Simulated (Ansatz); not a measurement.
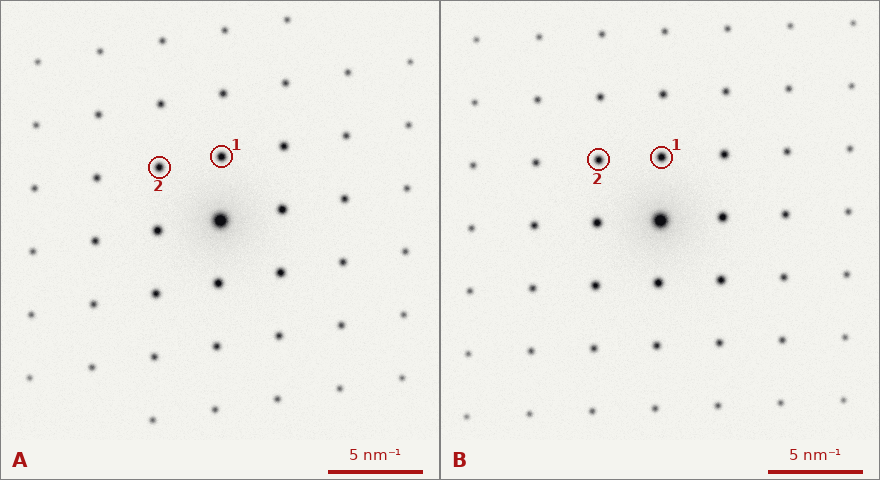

Kinematic electron diffraction patterns (300 kV, B = 0.5 Å², same scale) along [011] of the run's own cell, for the start and the end of one relaxation of BiH with Ansatz 0.2.0, DFT PBE, scalar-relativistic, plane waves, PAW. k mesh 20×20×20. The start is a generated model structure, and the relaxation ends in the nearest stationary point of its symmetry, not necessarily the ground state. Spot 1 is -1 0 0 and spot 2 is -1 -1 1 in both.

Start structure:

```
CELL_PARAMETERS angstrom
-1.92015 1.92015 2.33160
1.92015 -1.92015 2.33160
1.92015 1.92015 -2.33160
ATOMIC_POSITIONS crystal
Bi 0.00000 0.00000 0.00000
H 0.50000 0.50000 0.00000
```

### Which pattern belongs to the start structure, and which to the relaxed one?

A is the start: its cell gives d(1) = 2.964 Å, d(2) = 2.332 Å and an angle of 50.5°. B is the relaxed structure, with d(1) = 2.982 Å (+0.6 %), d(2) = 2.186 Å (-6.3 %) and 47.0°.

### Summarise the relaxation behind the change.

The volume changed by +5.7 % to 18.17 Å³ an atom; the fractional coordinates hardly changed; the space group stayed I4/mmm (No. 139); the free energy fell by 8.3 meV an atom. Relaxed cell: a = 3.618 Å, b = 3.618 Å, c = 3.618 Å, α = 111.40°, β = 111.40°, γ = 105.67°.
